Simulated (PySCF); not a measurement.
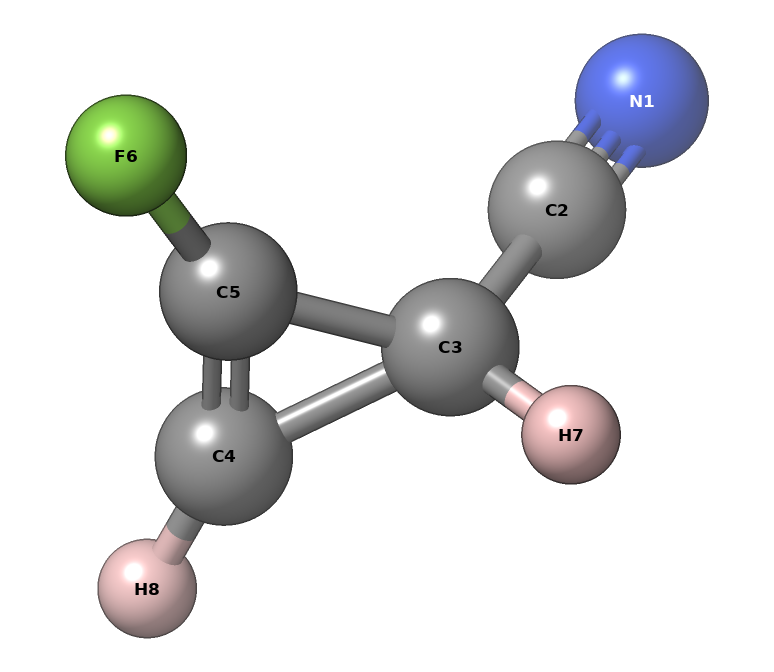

Atoms fade into the background with distance from the viewer. Computed geometry: PBE0-D3(BJ)/def2-SVP optimisation. No frequency run is at hand to confirm it as a minimum.

Which atoms or bonds are stereogenic?

Centres: C3.

Assign CIP descriptors.

C3: S (priorities C5 > C2 > C4 > H7).

Write the isomeric SMILES.

N#C[C@@H]1C=C1F
